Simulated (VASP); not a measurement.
# MnS: the band gap up a ladder of functionals, part 3 of 5

Wanted: bands and gap of MnS from one functional after another. The start cell is built, not measured: it takes the structure of a Materials Project entry for MnSe (space group 225 there), with some of its atoms replaced by other elements, volume scaled by an estimate. LASPH is on for some levels and off for others; the table marks which.

VASP 6.6.1, plane waves and PAW; the level of theory is named at each step.

Still holding for the runs below: The cell holds one magnetic atom, so no antiferromagnetic order fits into it. Experiment finds antiferromagnetic order in this phase (below 150 K, arxiv:1108.4537), so this ferromagnetic run describes another state. The k-mesh is coarse for a metal.

So far. Step 4 (Bands with PBE): There is no gap at this level. Step 4 (Bands with PBE): Spin up: of the bands kept, 2 cross the Fermi level on this path. Spin down: of the bands kept, 1 crosses the Fermi level on this path. The relaxed cell has a = 5.112 Å (conventional setting).

### Step 5. Bands with LDA

This step: LDA, spin-polarised from a ferromagnetic start (one magnetic atom a cell); plane waves and PAW (Mn_pv, S) (VASP 6.6.1).

LDA, the lowest rung, knows the local density alone.

File INCAR:

```
SYSTEM = MnS
PREC = Accurate
ENCUT = 400
EDIFF = 1E-06
NELM = 100
ISMEAR = 0
SIGMA = 0.02
LREAL = .FALSE.
ALGO = Normal
GGA = CA
NBANDS = 22
ISPIN = 2
MAGMOM = 4 0
LMAXMIX = 4
LORBIT = 11
LWAVE = .FALSE.
LCHARG = .FALSE.
KPAR = 4
```

File POSCAR:

```
MnS
1.0
    0.0000000000      2.5558353322      2.5558353322
    2.5558353322      0.0000000000      2.5558353322
    2.5558353322      2.5558353322      0.0000000000
Mn S
1 1
Direct
    0.0000000000      0.0000000000      0.0000000000
    0.5000000000      0.5000000000      0.5000000000
```

File KPOINTS:

```
Automatic mesh
0
Gamma
5 5 5
0 0 0
```

File KPOINTS_OPT:

```
Line mode
16
Line-mode
Reciprocal
  0.00000000   0.00000000   0.00000000 GAMMA
  0.50000000   0.00000000   0.50000000 X

  0.50000000   0.00000000   0.50000000 X
  0.50000000   0.25000000   0.75000000 W

  0.50000000   0.25000000   0.75000000 W
  0.37500000   0.37500000   0.75000000 K

  0.37500000   0.37500000   0.75000000 K
  0.00000000   0.00000000   0.00000000 GAMMA

  0.00000000   0.00000000   0.00000000 GAMMA
  0.50000000   0.50000000   0.50000000 L

  0.50000000   0.50000000   0.50000000 L
  0.62500000   0.25000000   0.62500000 U

  0.62500000   0.25000000   0.62500000 U
  0.50000000   0.25000000   0.75000000 W

  0.50000000   0.25000000   0.75000000 W
  0.50000000   0.50000000   0.50000000 L

  0.50000000   0.50000000   0.50000000 L
  0.37500000   0.37500000   0.75000000 K

  0.62500000   0.25000000   0.62500000 U
  0.50000000   0.00000000   0.50000000 X
```

The projector-augmented-wave data sets are Mn_pv and S (PBE family, release 64).

Started as:

```bash
$ mpirun -np 4 vasp_std
```

The log of the run:

```text
[banner, memory and clock lines left out]
running    4 mpi-ranks, on    1 nodes
 distrk:  each k-point on    1 cores,    4 groups
 distr:  one band on    1 cores,    1 groups

 POSCAR found type information on POSCAR MnS
 POSCAR found :  2 types and       2 ions
|                                                                             |
|               ----> ADVICE to this user running VASP <----                  |
|                                                                             |
|     You enforced a specific xc type in the INCAR file but a different       |
|     [... a line on the potential file left out ...]
|     I HOPE YOU KNOW WHAT YOU ARE DOING!                                     |
|                                                                             |

 LDA part: xc-table for (Slater(with rela. corr.)+CA(PZ))
 , standard interpolation
 POSCAR, INCAR and KPOINTS ok, starting setup
 FFT: planning ... GRIDC
 FFT: planning ... GRID_SOFT
 FFT: planning ... GRID
 WAVECAR not read
 entering main loop
       N       E                     dE             d eps       ncg     rms          rms(c)
DAV:   1     0.137077028492E+03    0.13708E+03   -0.84898E+03   880   0.750E+02
DAV:   2    -0.983244076974E+01   -0.14691E+03   -0.13813E+03   982   0.243E+02
DAV:   3    -0.164189137804E+02   -0.65865E+01   -0.64725E+01  1012   0.571E+01
DAV:   4    -0.164794233881E+02   -0.60510E-01   -0.60497E-01   946   0.566E+00
DAV:   5    -0.164802164560E+02   -0.79307E-03   -0.79306E-03  1024   0.651E-01    0.121E+01
DAV:   6    -0.154612649922E+02    0.10190E+01   -0.55583E+00   996   0.274E+01    0.110E+01
DAV:   7    -0.152048438439E+02    0.25642E+00   -0.85928E-01   982   0.132E+01    0.526E+00
DAV:   8    -0.151975948565E+02    0.72490E-02   -0.25150E-02   952   0.111E+00    0.277E+00
DAV:   9    -0.151922495119E+02    0.53453E-02   -0.53361E-03  1120   0.703E-01    0.423E-01
DAV:  10    -0.151926396309E+02   -0.39012E-03   -0.20389E-03   958   0.427E-01    0.126E-01
DAV:  11    -0.151926452231E+02   -0.55922E-05   -0.14994E-04  1046   0.730E-02    0.863E-02
DAV:  12    -0.151926498899E+02   -0.46667E-05   -0.13854E-05  1012   0.280E-02    0.445E-02
DAV:  13    -0.151926509713E+02   -0.10815E-05   -0.17769E-06   904   0.117E-02    0.207E-02
DAV:  14    -0.151926516748E+02   -0.70344E-06   -0.54299E-07   544   0.809E-03
   1 F= -.15192652E+02 E0= -.15192607E+02  d E =-.902703E-04  mag=     4.1680
 Start KPOINTS_OPT (optional k-point list driver)
k-point batch [1-10\160]
       N       E                     dE             ncg
DAV:   1    -0.628081227341E+03   -0.25552E+04      888
DAV:   2    -0.208074932248E+04   -0.14527E+04      994
DAV:   3    -0.214384289970E+04   -0.63094E+02      958
DAV:   4    -0.214442185064E+04   -0.57895E+00      892
DAV:   5    -0.214442975262E+04   -0.79020E-02      940
DAV:   6    -0.214442992895E+04   -0.17633E-03      938
DAV:   7    -0.214442993343E+04   -0.44794E-05      916
DAV:   8    -0.214442993354E+04   -0.10939E-06      518
[...]
k-point batch [151-160\160]
       N       E                     dE             ncg
DAV:   1    -0.689799399192E+03   -0.73209E+04      880
DAV:   2    -0.213105808142E+04   -0.14413E+04      880
DAV:   3    -0.219495960939E+04   -0.63902E+02     1104
DAV:   4    -0.219563521898E+04   -0.67561E+00      988
DAV:   5    -0.219564506270E+04   -0.98437E-02     1048
DAV:   6    -0.219564530049E+04   -0.23779E-03     1050
DAV:   7    -0.219564530737E+04   -0.68755E-05     1066
DAV:   8    -0.219564530755E+04   -0.18387E-06      770
```

Elapsed: 10 s, on 4 MPI ranks of Intel Xeon 6975P-C (Granite Rapids), shared host; peak memory 0.58 GiB; 39 s of CPU time.

OUTCAR, selected parts (step 5):

```text
   NELECT =      19.0000    total number of electrons

 E-fermi :   6.8782

 spin component 1
 k-point     1 :       0.0000    0.0000    0.0000
  band No.  band energies     occupation
    ...
      8       3.9509      1.00000
      9       3.9509      1.00000
     10       4.9886      1.00000
     11       4.9886      1.00000
     12       4.9886      1.00000
     13       9.0960      0.00000
     14      15.7807      0.00000
     15      15.7807      0.00000
     16      15.7807      0.00000
     17      17.5805      0.00000
    ...

 k-point     2 :       0.2000    0.0000    0.0000
  band No.  band energies     occupation
    ...
      8       4.0942      1.00000
      9       4.0942      1.00000
     10       4.6153      1.00000
     11       6.2324      1.00000
     12       6.2324      1.00000
     13      10.6851      0.00000
     14      14.0790      0.00000
     15      14.9644      0.00000
     16      14.9644      0.00000
     17      17.3166      0.00000
    ...

  Total       -2.6278662     -2.6278662     -2.6278662      0.0000000      0.0000000     -0.0000000
  in kB     -126.0913309   -126.0913309   -126.0913309      0.0000000      0.0000000     -0.0000000
  external PRESSURE =    -126.0913309 kB  Pullay stress =       0.0000000 kB

 POSITION                                       TOTAL-FORCE (eV/Angst)
 -----------------------------------------------------------------------------------
      0.00000      0.00000      0.00000         0.000000     -0.000000      0.000000
      2.55584      2.55584      2.55584        -0.000000      0.000000      0.000000
 -----------------------------------------------------------------------------------
    total drift:                                0.000000     -0.000000     -0.000000

  FREE ENERGIE OF THE ION-ELECTRON SYSTEM (eV)
  ---------------------------------------------------
  free  energy   TOTEN  =       -15.1926516748 eV

  energy  without entropy=      -15.1925614044  energy(sigma->0) =      -15.19260654

 magnetization (x)
# of ion       s       p       d       tot
------------------------------------------
    1        0.044   0.032   3.756   3.833
    2        0.025   0.033   0.000   0.058
--------------------------------------------------
tot          0.070   0.065   3.756   3.891

[... 8 parts as in an earlier step ...]

[... 14 further parts left out ...]
```

The PAW data sets were made with PBE, though LDA sets exist; this is a small mismatch. At this level the cell is under a tension of 12.6 GPa, so at these settings it is away from equilibrium.

Numbers from this step:

```yaml
scf_cycles: 14
free_energy_toten: -15.19 eV
fermi_energy: 6.878 eV
pressure: -12.61 GPa
moment_of_the_cell_from_the_last_line_of_the_log: 4.168 μB
```

Spin up. Electronic bands along the path, in eV, zero at the Fermi level; # counts the bands kept:

```
    point     #5     #6     #7     #8    #9   #10    #11    #12
        Γ  -2.93  -1.89  -1.89  -1.89  2.22  8.90   8.90   8.90
        X  -2.63  -2.20  -2.20  -1.72  1.14  5.73  10.62  12.57
        W  -2.24  -2.20  -1.92  -1.69  4.58  7.03   7.38   7.38
        K  -2.29  -2.04  -1.75  -1.08  2.84  6.47   8.75   9.38
        Γ  -2.93  -1.89  -1.89  -1.89  2.22  8.90   8.90   8.90
        L  -2.37  -1.98   0.84   0.84  2.92  5.56   5.56   9.26
        U  -2.29  -2.04  -1.75  -1.08  2.84  6.47   8.75   9.38
        W  -2.24  -2.20  -1.92  -1.69  4.58  7.03   7.38   7.38
        L  -2.37  -1.98   0.84   0.84  2.92  5.56   5.56   9.26
        K  -2.29  -2.04  -1.75  -1.08  2.84  6.47   8.75   9.38
jump to U  -2.29  -2.04  -1.75  -1.08  2.84  6.47   8.75   9.38
        X  -2.63  -2.20  -2.20  -1.72  1.14  5.73  10.62  12.57
```

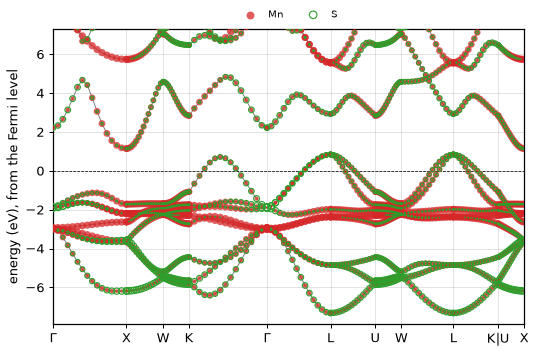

Electronic bands along the path; dots are coloured as in the legend, and their area grows with the weight.

Spin down. The electronic bands at the labelled points (eV, zero at the Fermi level; # counts the bands kept):

```
    point     #1     #2     #3     #4     #5     #6    #7
        Γ  -1.68  -1.68  -1.68  -0.12  -0.12  -0.12  0.00
        X  -5.84  -3.30  -3.30  -1.27   0.45   1.17  1.17
        W  -5.01  -5.01  -4.41   0.66   0.66   0.93  1.18
        K  -5.43  -5.06  -3.54  -0.11   1.03   1.20  1.24
        Γ  -1.68  -1.68  -1.68  -0.12  -0.12  -0.12  0.00
        L  -6.76  -3.62  -3.62   0.92   0.92   1.14  3.15
        U  -5.43  -5.06  -3.54  -0.11   1.03   1.20  1.24
        W  -5.01  -5.01  -4.41   0.66   0.66   0.93  1.18
        L  -6.76  -3.62  -3.62   0.92   0.92   1.14  3.15
        K  -5.43  -5.06  -3.54  -0.11   1.03   1.20  1.24
jump to U  -5.43  -5.06  -3.54  -0.11   1.03   1.20  1.24
        X  -5.84  -3.30  -3.30  -1.27   0.45   1.17  1.17
```

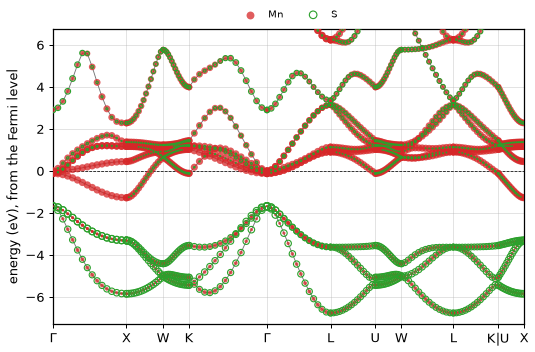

Electronic bands along the path; dots are coloured as in the legend, and their area grows with the weight.

Spin moment in the PAW sphere by atom:

```
atom  spin moment in the PAW sphere (μB)
 Mn1                                3.83
  S2                                0.06
```

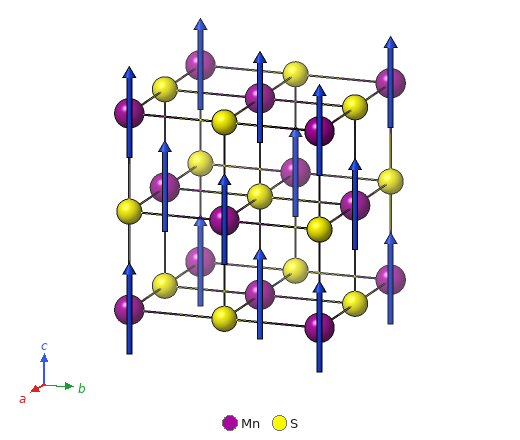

Spin moment in the PAW sphere as arrows, the longest 3.83 μB. Up and down stand for the sign. Arrows give size and sign along the axis of quantisation, drawn up and down the page. Some periodic images of atoms are drawn too.

There is no gap at this level.

### Step 6. Bands with PBEsol

This step: PBEsol, spin-polarised from a ferromagnetic start (one magnetic atom a cell); plane waves and PAW (Mn_pv, S) (VASP 6.6.1).

PBEsol restores the gradient expansion of exchange and is tuned for the cells of solids.

Changes to INCAR since step 5:

```diff
@@ -9,3 +9,3 @@
 ALGO = Normal
-GGA = CA
+GGA = PS
 NBANDS = 22
```

POSCAR is that of step 5.

KPOINTS is that of step 5.

KPOINTS_OPT is that of step 5.

Started as:

```bash
$ mpirun -np 4 vasp_std
```

The log of the run:

```text
[banner, memory and clock lines left out]
running    4 mpi-ranks, on    1 nodes
[...]
[... a notice as in an earlier step ...]

 LDA part: xc-table for (Slater+PW92), standard interpolation
 POSCAR, INCAR and KPOINTS ok, starting setup
[...]
entering main loop
       N       E                     dE             d eps       ncg     rms          rms(c)
DAV:   1     0.137642133751E+03    0.13764E+03   -0.85049E+03   880   0.751E+02
DAV:   2    -0.955110404129E+01   -0.14719E+03   -0.13819E+03   982   0.243E+02
DAV:   3    -0.160960569822E+02   -0.65450E+01   -0.64923E+01  1006   0.571E+01
DAV:   4    -0.161561858723E+02   -0.60129E-01   -0.60116E-01   958   0.565E+00
[...]
DAV:  12    -0.149366597316E+02   -0.13774E-04   -0.30811E-05  1018   0.413E-02    0.615E-02
DAV:  13    -0.149366666299E+02   -0.68983E-05   -0.26308E-06   922   0.138E-02    0.341E-02
DAV:  14    -0.149366675952E+02   -0.96528E-06   -0.17593E-06   918   0.885E-03
   1 F= -.14936668E+02 E0= -.14936312E+02  d E =-.711005E-03  mag=     4.2277
 Start KPOINTS_OPT (optional k-point list driver)
k-point batch [1-10\160]
       N       E                     dE             ncg
DAV:   1    -0.611896079421E+03   -0.25390E+04      888
DAV:   2    -0.206574058849E+04   -0.14538E+04      994
DAV:   3    -0.212822845772E+04   -0.62488E+02      958
DAV:   4    -0.212880364067E+04   -0.57518E+00      892
DAV:   5    -0.212881157042E+04   -0.79298E-02      940
DAV:   6    -0.212881174707E+04   -0.17665E-03      922
DAV:   7    -0.212881175180E+04   -0.47333E-05      932
DAV:   8    -0.212881175192E+04   -0.11777E-06      512
[...]
k-point batch [151-160\160]
       N       E                     dE             ncg
DAV:   1    -0.689240614652E+03   -0.73203E+04      888
DAV:   2    -0.211491339543E+04   -0.14257E+04      886
DAV:   3    -0.217816094049E+04   -0.63248E+02     1092
DAV:   4    -0.217883596291E+04   -0.67502E+00      994
DAV:   5    -0.217884598305E+04   -0.10020E-01     1048
DAV:   6    -0.217884622749E+04   -0.24443E-03     1050
DAV:   7    -0.217884623460E+04   -0.71140E-05     1066
DAV:   8    -0.217884623479E+04   -0.19087E-06      770
```

The job ended after 10 s (4 MPI ranks; peak memory 0.57 GiB).

From OUTCAR (step 6):

```text
  Total       -1.8324985     -1.8324985     -1.8324985     -0.0000000     -0.0000000     -0.0000000
  in kB      -87.9276795    -87.9276795    -87.9276795     -0.0000000     -0.0000000     -0.0000000
  external PRESSURE =     -87.9276795 kB  Pullay stress =       0.0000000 kB

 POSITION                                       TOTAL-FORCE (eV/Angst)
 -----------------------------------------------------------------------------------
      0.00000      0.00000      0.00000         0.000000      0.000000      0.000000
      2.55584      2.55584      2.55584        -0.000000     -0.000000     -0.000000
 -----------------------------------------------------------------------------------
    total drift:                                0.000000     -0.000000     -0.000000

  FREE ENERGIE OF THE ION-ELECTRON SYSTEM (eV)
  ---------------------------------------------------
  free  energy   TOTEN  =       -14.9366675952 eV

  energy  without entropy=      -14.9359565901  energy(sigma->0) =      -14.93631209

 magnetization (x)
# of ion       s       p       d       tot
------------------------------------------
    1        0.048   0.037   3.844   3.929
    2        0.025   0.013   0.000   0.037
--------------------------------------------------
tot          0.073   0.050   3.844   3.966

[... 2 parts as in an earlier step ...]

[... 1 further part left out ...]
[key lines of the parts left out:]
E-fermi :   7.1748
```

The PAW data sets were made with PBE, which is usual practice but a small mismatch for other functionals. At this level the cell is under a tension of 8.8 GPa, so at these settings it is away from equilibrium.

Spin up. Electronic bands along the path, in eV, zero at the Fermi level; # counts the bands kept:

```
    point     #5     #6     #7     #8    #9   #10    #11    #12
        Γ  -3.19  -1.98  -1.98  -1.98  2.07  8.70   8.70   8.70
        X  -2.90  -2.49  -2.49  -1.99  0.95  5.52  10.54  12.46
        W  -2.50  -2.49  -2.20  -1.93  4.43  6.86   7.22   7.22
        K  -2.58  -2.32  -2.01  -1.29  2.66  6.31   8.63   9.22
        Γ  -3.19  -1.98  -1.98  -1.98  2.07  8.70   8.70   8.70
        L  -2.65  -2.26   0.66   0.66  2.76  5.39   5.39   9.15
        U  -2.58  -2.32  -2.01  -1.29  2.66  6.31   8.63   9.22
        W  -2.50  -2.49  -2.20  -1.93  4.43  6.86   7.22   7.22
        L  -2.65  -2.26   0.66   0.66  2.76  5.39   5.39   9.15
        K  -2.58  -2.32  -2.01  -1.29  2.66  6.31   8.63   9.22
jump to U  -2.58  -2.32  -2.01  -1.29  2.66  6.31   8.63   9.22
        X  -2.90  -2.49  -2.49  -1.99  0.95  5.52  10.54  12.46
```

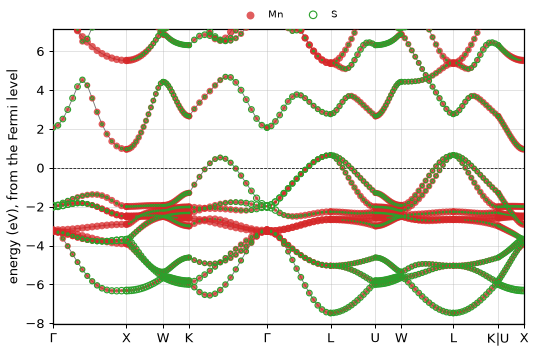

Electronic bands along the path; dots are coloured as in the legend, and their area grows with the weight.

There is no gap at this level.

### Step 7. Bands with r2SCAN

This step: r2SCAN, spin-polarised from a ferromagnetic start (one magnetic atom a cell); plane waves and PAW (Mn_pv, S) (VASP 6.6.1).

r2SCAN adds the kinetic-energy density, costs more than a GGA and is run with LASPH.

Changes to INCAR since step 6:

```diff
@@ -9,3 +9,4 @@
 ALGO = Normal
-GGA = PS
+METAGGA = R2SCAN
+LASPH = .TRUE.
 NBANDS = 22
```

POSCAR is that of step 6.

KPOINTS is that of step 6.

KPOINTS_OPT is that of step 6.

Started as:

```bash
$ mpirun -np 4 vasp_std
```

The log of the run:

```text
[banner, memory and clock lines left out]
running    4 mpi-ranks, on    1 nodes
[...]
[... a notice as in an earlier step ...]

 LDA part: xc-table for (None), standard interpolation
 POSCAR, INCAR and KPOINTS ok, starting setup
[...]
entering main loop
       N       E                     dE             d eps       ncg     rms          rms(c)
DAV:   1     0.131343573112E+03    0.13134E+03   -0.86994E+03   880   0.770E+02
DAV:   2    -0.221948364852E+02   -0.15354E+03   -0.14447E+03   970   0.252E+02
DAV:   3    -0.290325307894E+02   -0.68377E+01   -0.67722E+01  1018   0.593E+01
DAV:   4    -0.290964985989E+02   -0.63968E-01   -0.63955E-01   940   0.587E+00
[...]
DAV:  15    -0.248380380090E+02   -0.25405E-05   -0.15699E-06   918   0.101E-02    0.769E-03
DAV:  16    -0.248380406679E+02   -0.26589E-05   -0.37300E-07   470   0.392E-03    0.142E-03
DAV:  17    -0.248380404209E+02    0.24696E-06   -0.23095E-08   470   0.118E-03
   1 F= -.24838040E+02 E0= -.24837751E+02  d E =-.578587E-03  mag=     4.9040
 Start KPOINTS_OPT (optional k-point list driver)
k-point batch [1-10\160]
       N       E                     dE             ncg
DAV:   1    -0.659680739220E+03   -0.25868E+04      888
DAV:   2    -0.217750941017E+04   -0.15178E+04     1000
DAV:   3    -0.224226210212E+04   -0.64753E+02      952
DAV:   4    -0.224288774084E+04   -0.62564E+00      928
DAV:   5    -0.224289783347E+04   -0.10093E-01      952
DAV:   6    -0.224289810905E+04   -0.27558E-03     1026
DAV:   7    -0.224289811625E+04   -0.71990E-05      938
DAV:   8    -0.224289811644E+04   -0.19036E-06      490
[...]
k-point batch [151-160\160]
       N       E                     dE             ncg
DAV:   1    -0.722352780445E+03   -0.73534E+04      880
DAV:   2    -0.221991140161E+04   -0.14976E+04      886
DAV:   3    -0.228520808976E+04   -0.65297E+02     1110
DAV:   4    -0.228591410776E+04   -0.70602E+00      970
DAV:   5    -0.228592546738E+04   -0.11360E-01     1126
DAV:   6    -0.228592576502E+04   -0.29764E-03     1046
DAV:   7    -0.228592577418E+04   -0.91546E-05     1122
DAV:   8    -0.228592577443E+04   -0.25850E-06      736
```

Run time: 37 s. Hardware: 4 MPI ranks; peak memory 0.6 GiB; 2.4 min of CPU time.

From OUTCAR (step 7):

```text
  Total        0.9049540      0.9049540      0.9049540     -0.0000000      0.0000000      0.0000000
  in kB       43.4218675     43.4218675     43.4218675     -0.0000000      0.0000000      0.0000000
  external PRESSURE =      43.4218675 kB  Pullay stress =       0.0000000 kB

  FREE ENERGIE OF THE ION-ELECTRON SYSTEM (eV)
  ---------------------------------------------------
  free  energy   TOTEN  =       -24.8380404209 eV

  energy  without entropy=      -24.8374618336  energy(sigma->0) =      -24.83775113

 magnetization (x)
# of ion       s       p       d       tot
------------------------------------------
    1        0.051   0.041   4.345   4.436
    2        0.031   0.108   0.000   0.139
--------------------------------------------------
tot          0.081   0.149   4.345   4.575

[... 3 parts as in an earlier step ...]

[... 1 further part left out ...]
[key lines of the parts left out:]
E-fermi :   7.3631
```

At this level the cell is under a pressure of 4.3 GPa, so at these settings it is away from equilibrium.

Spin up. Electronic bands along the path, in eV, zero at the Fermi level; # counts the bands kept:

```
    point     #5     #6     #7     #8    #9   #10    #11    #12
        Γ  -4.05  -2.20  -2.20  -2.20  2.49  8.87   8.87   8.87
        X  -3.79  -3.45  -3.45  -2.86  1.03  5.54  11.28  13.13
        W  -3.32  -3.32  -3.07  -2.55  4.50  7.23   7.52   7.52
        K  -3.53  -3.22  -2.80  -1.84  2.75  6.51   9.11   9.58
        Γ  -4.05  -2.20  -2.20  -2.20  2.49  8.87   8.87   8.87
        L  -3.59  -3.13   0.17   0.17  3.10  5.62   5.62   9.59
        U  -3.53  -3.22  -2.80  -1.84  2.75  6.51   9.11   9.58
        W  -3.32  -3.32  -3.07  -2.55  4.50  7.23   7.52   7.52
        L  -3.59  -3.13   0.17   0.17  3.10  5.62   5.62   9.59
        K  -3.53  -3.22  -2.80  -1.84  2.75  6.51   9.11   9.58
jump to U  -3.53  -3.22  -2.80  -1.84  2.75  6.51   9.11   9.58
        X  -3.79  -3.45  -3.45  -2.86  1.03  5.54  11.28  13.13
```

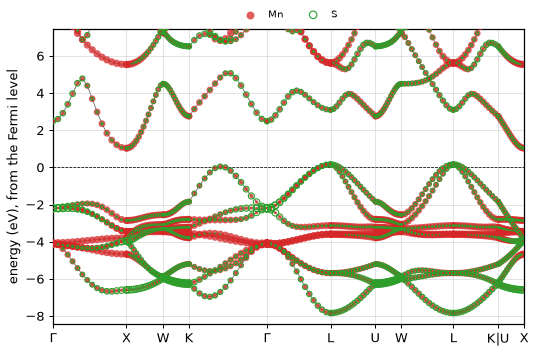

Electronic bands along the path; dots are coloured as in the legend, and their area grows with the weight.

There is no gap at this level.

[end of part 3 of 5]

[Lines on the potential files, build, host, timing and source positions are cut from VASP's logs without a mark.]

[Logs are printed without paths, hosts, clocks, repeated set-up lines and the standing remarks that a program may print on its own settings, such as how far it seeks lower states.]

[Hosts, paths, dates, database ids (printed as entryN), source tags and the programs' standing remarks are cut or masked in the printed files.]

[A measured line is paired with the nearest computed mode of its activity, which favours agreement.]

[In band tables of VASP the shares of atoms and orbitals are scaled to a sum of 1 inside the atoms' spheres.]

[Band numbers marked # count the bands kept; in some of these tables VASP's own numbers are higher by 4.]
